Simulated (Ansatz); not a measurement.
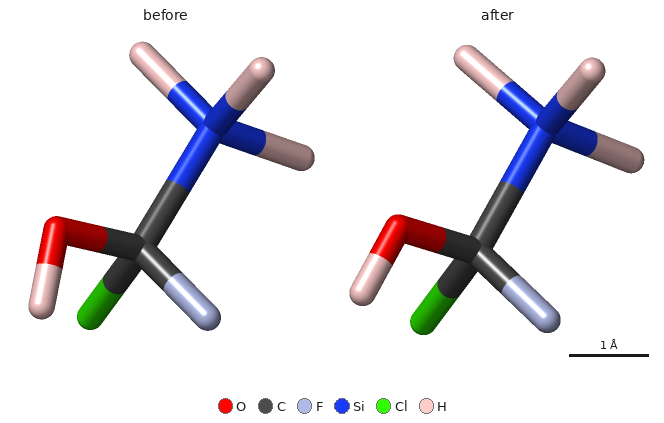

The structure of CH₄ClFOSi (coarse preliminary run) before (left) and after (right) a relaxation, at one scale.

Style: stick. Shown from a free direction.

The start comes from a force field.

Theory: RKS PBE-D4/def2-SVP (Ansatz). Settings: force threshold 0.03 eV/Å; at most 200 steps.

Q: Describe what moved and what it gained.

A: An H atom moves most after the best rigid fit: 0.22 Å. By element the largest moves are H 0.22 Å, O 0.12 Å, F 0.12 Å, Cl 0.08 Å, C 0.07 Å, Si 0.04 Å. Near-neighbour distances that change, for instance: C–Cl 1.781 → 1.860 Å, C–O 1.425 → 1.357 Å, H–O 1.037 → 0.982 Å, H–Si 1.461 → 1.498 Å. Bond angles that change, for instance: C–O–H 98.9° → 108.7°, O–C–F 105.7° → 111.0°, O–C–Si 116.0° → 111.2°. Over 6 accepted moves (7 points after the start) the energy falls by 28.1 kJ/mol. Largest force component: 1.9 eV/Å at the start, 0.0073 eV/Å at the end. The line search rejected the trial step at point 4 of the run.
